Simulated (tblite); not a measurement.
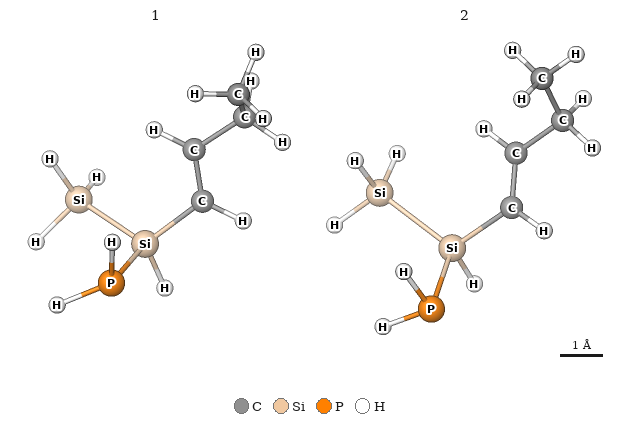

Two geometries of C4H13PSi2, drawn at one scale. One is the start of a relaxation, the other its converged end. A ball-and-stick model, seen from a free direction.

Theory: GFN2-xTB geometry optimisation, gas phase (tblite 0.8.0). 

**Which one is relaxed?**

Structure 2 is the relaxed one. The energy falls by 28.4 kcal/mol in 225 geometry steps. The largest move after the best rigid fit is that of an H atom, 1.54 Å. By element the largest moves are H 1.54 Å, P 0.70 Å, C 0.52 Å, Si 0.49 Å. Among the contacts that change: Si–Si 2.215 → 2.329 Å, H–P 1.469 → 1.383 Å, C–Si 1.810 → 1.886 Å, H–P 1.437 → 1.382 Å. Among the angles between lasting bonds that change: H–P–H 111.7° → 92.2°, Si–P–H 112.4° → 94.8°, Si–P–H 108.3° → 95.3°. Groups turn about C–C by about 40°, C–Si by about 40°.
